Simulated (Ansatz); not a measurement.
| atom | x (Å) | y (Å) | z (Å) |
| --- | --- | --- | --- |
| S | -0.6292 | -0.2868 | -2.2825 |
| H | -0.4631 | 1.0200 | -2.0277 |
| H | 0.6931 | -0.4872 | -2.3877 |
| As | 0.2523 | 0.4402 | 1.3227 |
| H | 0.8364 | -0.9467 | 1.1089 |
| H | 0.4711 | 0.3669 | 2.8294 |
| H | -1.1606 | -0.1064 | 1.4369 |

Geometry: PBE0-D4/def2-TZVP.

The calculation used Ansatz 0.2.0, RKS PBE0-D4/def2-TZVPPD.

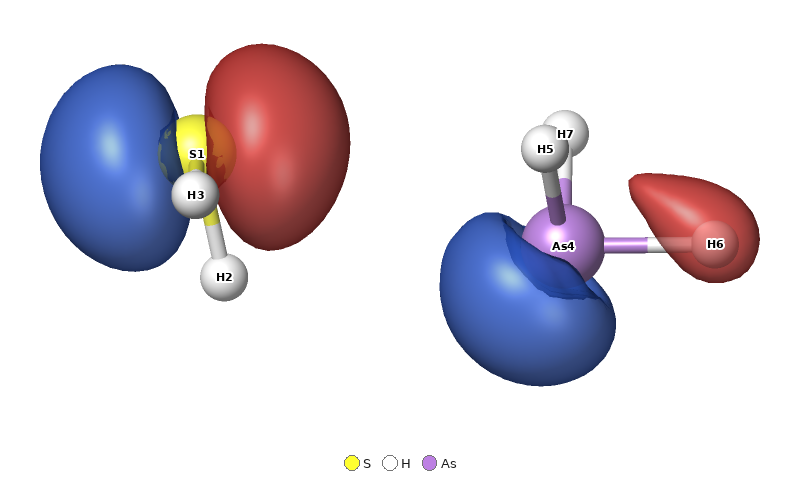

H2S···AsH3 (SMILES S.[AsH3]). The HOMO at ±0.15 Å⁻³ᐟ² (red and blue are the two phases), seen from one side.

**Where does this orbital lie, and at what energy?**

By Hirshfeld shares it lies mainly on S1 (about 60 %) and As4 (about 30 %). Its energy is −7.47 eV.
